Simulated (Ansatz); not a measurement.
WH4OF2: frequency calculation

- system: WH4OF2
- method: RHF/def2-SVP (Ansatz 0.2.0)

It belongs to a series of runs on one base structure; here: vibrations at the highest image of the band.

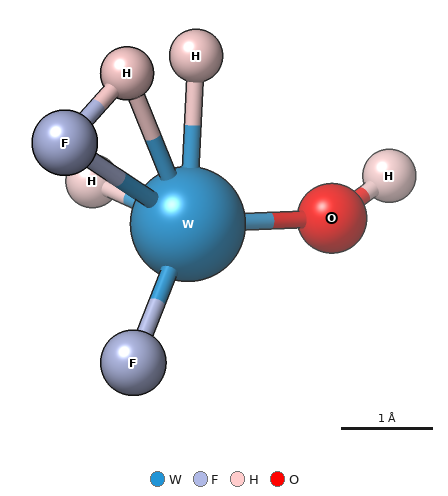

Fig. 1: The structure as given in the input (ball-and-stick view, seen at a tilt). Sticks mark near contacts. Bond lengths as drawn: F–H 1.16 Å, F–W 1.87 to 2.13 Å, H–O 0.94 Å, H–W 1.67 to 1.98 Å and O–W 1.83 Å.

### Input
```yaml
crystal:
  periodic: [false, false, false]
  atoms:
    - { symbol: W, position_ang: [0.030832, -0.379253, -0.27944] }
    - { symbol: F, position_ang: [0.643923, -0.153447, 1.749775] }
    - { symbol: H, position_ang: [0.852385, 0.77929, 1.100857] }
    - { symbol: H, position_ang: [0.848469, 1.229024, 0.205562] }
    - { symbol: H, position_ang: [-1.33326, 0.506054, 0.118774] }
    - { symbol: F, position_ang: [-0.094618, -2.155219, 0.292217] }
    - { symbol: O, position_ang: [0.214232, 0.089616, -2.036525] }
    - { symbol: H, position_ang: [0.305438, 0.746336, -2.70882] }
basis:
  gaussian: { orbitals: def2-SVP }
hamiltonian:
  xc: hf
phonons: {}
```

Run on 1 thread of Arm Neoverse V2, 24 GiB of memory available, shared host.

Launched with:
```bash
ansatz run input.yaml --threads 1 --pin off --max-ram 2048MiB --backend cpu --events-out ev --progress --plain --runs-dir out
```

### What the program printed
```
Engine: ansatz 0.2.0, aarch64-unknown-linux-gnu
Functional definition: HF
  exchange = exact_x
  correlation = 0
990 factors; integrals over basis functions are off by at most 3.4e-4 eV
mean field evaluation 1: about -9307.2330 eV, gradient 4.7e1 eV
mean field evaluation 2: about -9307.4279 eV, gradient 4.7e1 eV
mean field evaluation 4: about -9311.8501 eV, gradient 3.7e0 eV
mean field evaluation 8: about -9311.9526 eV, gradient 6.6e-1 eV
mean field evaluation 16: about -9311.9653 eV, gradient 1.9e-5 eV
mean field evaluation 32: about -9304.3729 eV, gradient 1.3e1 eV
mean field -9311.96526427 eV, -342.2084115851 hartree, gradient 1.9e-5 eV, S^2 0.000000; 0 other end points of the search recorded, 0 dependent functions left out
the calculation of the forces begins
reference -9311.96526427 eV, -342.2084115851 hartree; 22, 22 occupied and 72, 72 virtual orbitals, 990 factors
these checks for a lower state are left out or cut short: stability, starts, cluster_reference, orbital_swaps, neighbouring_geometries, increment
990 factors; integrals over basis functions are off by at most 3.4e-4 eV
mean field -9311.96519062 eV, -342.2084088785 hartree, gradient 3.1e-6 eV, S^2 0.000000; 0 other end points of the search recorded, 0 dependent functions left out
[... from here on the field's lines of each further geometry are left out, up to the last ...]
the calculation of the forces begins
reference -9311.96516251 eV, -342.2084078456 hartree; 22, 22 occupied and 72, 72 virtual orbitals, 990 factors
these checks for a lower state are left out or cut short: stability, starts, cluster_reference, orbital_swaps, neighbouring_geometries, increment
990 factors; integrals over basis functions are off by at most 3.4e-4 eV
mean field -9311.96516293 eV, -342.2084078610 hartree, gradient 4.7e-6 eV, S^2 0.000000; 0 other end points of the search recorded, 0 dependent functions left out
the calculation of the forces begins
reference -9311.96516293 eV, -342.2084078610 hartree; 22, 22 occupied and 72, 72 virtual orbitals, 990 factors
WARN: phonons: modes at or below zero, which the zero-point energy, F, S and C_V leave out: 1, the lowest at -1468.22 cm⁻¹. A minimum has none, and a first-order saddle one
Total energy: -9311.96526427 eV, -342.2084115851 hartree
Atom 0 at     0.030832    -0.379253    -0.279440 Å, force    -0.000011     0.000096    -0.000162 eV/Å
Atom 1 at     0.643923    -0.153447     1.749775 Å, force    -0.000032    -0.000154    -0.000024 eV/Å
Atom 2 at     0.852385     0.779290     1.100857 Å, force    -0.000008    -0.000007     0.000001 eV/Å
Atom 3 at     0.848469     1.229024     0.205562 Å, force     0.000001     0.000007    -0.000004 eV/Å
Atom 4 at    -1.333260     0.506054     0.118774 Å, force     0.000003     0.000005     0.000001 eV/Å
Atom 5 at    -0.094618    -2.155219     0.292217 Å, force     0.000056     0.000056     0.000147 eV/Å
Atom 6 at     0.214232     0.089616    -2.036525 Å, force    -0.000007     0.000044     0.000034 eV/Å
Atom 7 at     0.305438     0.746336    -2.708820 Å, force    -0.000001    -0.000047     0.000006 eV/Å
Dipole moment:     0.201965     0.456222    -0.773722 e Å
Vibrations: -1468.22 152.27 180.24 245.61 339.01 383.34 473.14 519.86 641.12 742.34 760.74 833.47 1140.41 1287.06 1934.61 2014.81 2174.82 4223.57 cm⁻¹, zero-point energy 1.118733 eV
```

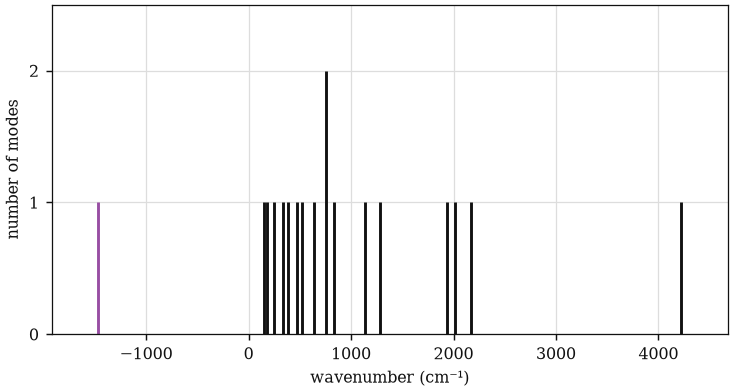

Fig. 2: Harmonic vibrational wavenumbers from the force constants; neighbouring modes closer than 26 cm⁻¹ are counted in one stick, and imaginary ones are drawn at negative wavenumbers. 18 modes from 1468i to 4224 cm⁻¹, 1 imaginary beyond 8i (1468i cm⁻¹): a first-order saddle point, if the geometry is stationary.

### Summary

| quantity | value |
| --- | --- |
| outcome | converged |
| total energy | −9311.9653 eV |
| mean-field energy | −9311.9653 eV |
| largest force (length of the vector) | under 0.001 eV/Å |
| wall time | 63 s |
| peak memory | 0.17 GiB |
